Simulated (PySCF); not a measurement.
C3H10FNSi (SMILES NCC[SiH2]CF)

```xyz
16

N    -1.2857   -0.6813    0.7117
C    -1.6928    0.1792   -0.3907
C    -0.4320    0.5418   -1.1591
Si    0.9442    0.8918    0.1157
C     1.8903   -0.7103    0.5876
F     3.0943   -0.3774    1.1814
H    -2.0433   -0.8219    1.3717
H    -1.0122   -1.5913    0.3553
H    -2.4530   -0.2781   -1.0449
H    -2.1236    1.0852    0.0418
H    -0.6153    1.4089   -1.7893
H    -0.1537   -0.2790   -1.8210
H     0.4266    1.5340    1.3214
H     1.9428    1.7623   -0.5285
H     2.1470   -1.3272   -0.2779
H     1.3587   -1.3276    1.3132
```

Geometry: GFN2-xTB.

Computed with PySCF 2.14.0, PBE0/pcSseg-1, SCF density, gas phase, non-relativistic.

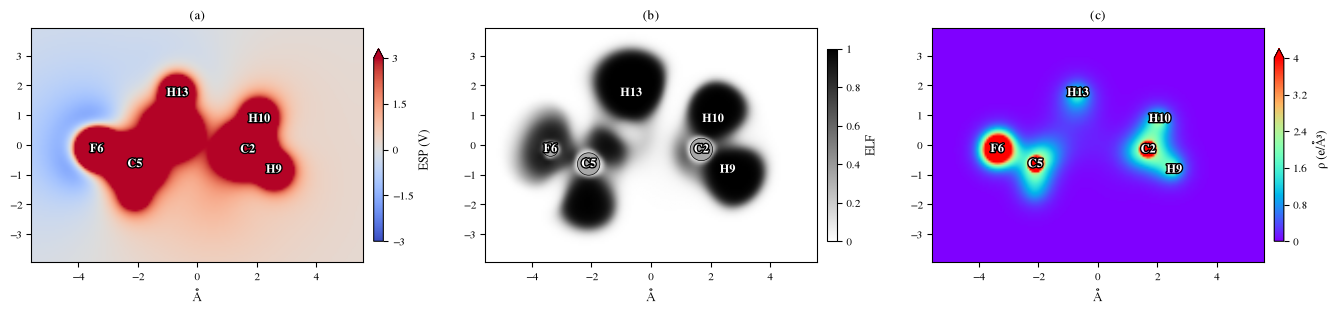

Figure 1. (a) molecular electrostatic potential; (b) electron localisation function; (c) total electron density on the plane of atoms H9, C2 and H10. Grey discs cover the atomic cores in the ELF map.

Question: What does the map show?

Answer:
- The section cuts through C, F and H sites.
- C–F (1.38 Å): ρ is about 2 e/Å³ halfway, with its minimum of 1.6 e/Å³ about 0.5 Å from C; the ELF peaks at about 0.85 between the atoms: a polar covalent bond.
- C–H (1.10 Å): ρ is about 2 e/Å³ halfway; the ELF climbs to about 1 towards the hydrogen, as it does in any bond to H; a covalent bond by its length.
- The ELF also peaks beside F6, away from the bonds: lone-pair regions.
- Outside the dense part of the molecule the potential is most negative (−1.6 V) near F6.

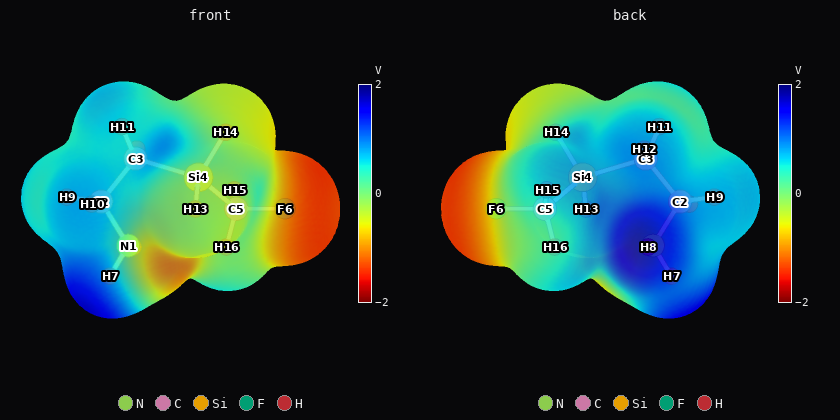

Figure 2. The molecular electrostatic potential painted on the density surface at 0.002 e/bohr³, seen from the front and from behind; the colour scale runs from red (negative) to blue (positive).

Question: Which sites attract a positive test charge, and which a negative one?

Answer: A positive charge is drawn to the negative regions and a negative charge to the positive ones. The most negative region (about −1.4 V) lies over F6, the most positive (about +1.7 V) over H7 and H8.

Question: How polar is the molecule by this calculation?

Answer: Its dipole moment is 4.21 D.
